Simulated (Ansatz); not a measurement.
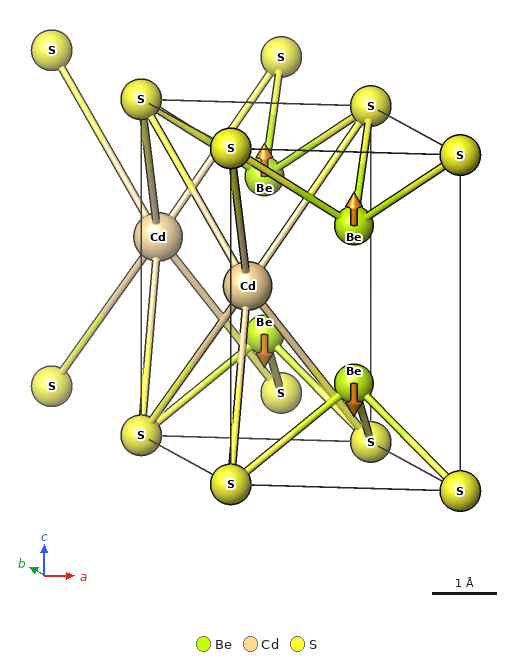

This is a relaxation of crystalline Be₂CdS (a generated structure, set up in P-6m2) (coarse preliminary run). The starting structure is drawn; orange arrows show the displacements (the part carried along by the change of the cell is left out), at their true length.

Style: ball-and-stick. Shown: the cell of the calculation, repeated 1 × 2 × 1 with one cell outlined, slightly off an axis.

Computed with Ansatz, DFT PBE, scalar-relativistic, plane waves, PAW.

The input:
```yaml
crystal:
  lattice:
    - [3.61714705, 0.0, 0.0]
    - [-1.80857352, 3.13254123, 0.0]
    - [0.0, 0.0, 5.39713965]
  atoms:
    - { symbol: Be, position: [0.66666667, 0.33333333, 0.73526126] }
    - { symbol: Be, position: [0.66666667, 0.33333333, 0.26473874] }
    - { symbol: Cd, position: [0.33333333, 0.66666667, 0.5] }
    - { symbol: S, position: [0.0, 0.0, 0.0] }
basis:
  ecutwfc: 420
kpoints:
  mp_grid: { grid: [6, 6, 4] }
hamiltonian:
  xc: pbe
scf:
  occupations: { method: gaussian, width: 0.1 }
  lower_state_search: "off"
output:
  forces: true
  stress: true
  eigenvalues: true
relax:
  adjacent_minimum: "off"
  f_tol: 0.04
  max_steps: 70
  cell: { stress_tol: 0.4 }
```

Command:
```bash
ansatz run input.yaml --threads 1 --pin off --max-ram 2560MiB --backend cpu --events-out ev --progress --plain --runs-dir out
```

> Which element moves most?

Beryllium: up to 0.55 Å, against 0.00 Å for sulfur.

> Describe the change and its energy.

After 9 accepted moves (12 points after the start) the energy has fallen by 1.223 eV per cell of the calculation. Largest force component: 1.1 eV/Å at the start, 0.0005 eV/Å at the end. Pressure: −1.48 GPa at the start and 0.11 GPa at the end. The line search rejected the trial step at point 7 of the run. At 2 points the geometry stayed and the basis and grid were re-selected for the new cell (energy shift of 26.4 meV per cell of the calculation at most each time). The largest moves relative to the cell, 0.55 Å, are those of Be1 and Be2. Be2 goes along −c. S and Cd stay in place. The volume changes by −5.5 %, with a = b 3.617 → 3.156 Å (−12.8 %), c 5.397 → 6.697 Å (+24.1 %). Near-neighbour distances that change, for instance: Cd3–S4 3.412 → 3.812 Å, Be1–S4 2.530 → 2.195 Å. The space group stays P-6m2 (No. 187). Cost: 36 s on 1 thread of Arm Neoverse V1, on a shared host, peak memory 0.34 GiB.
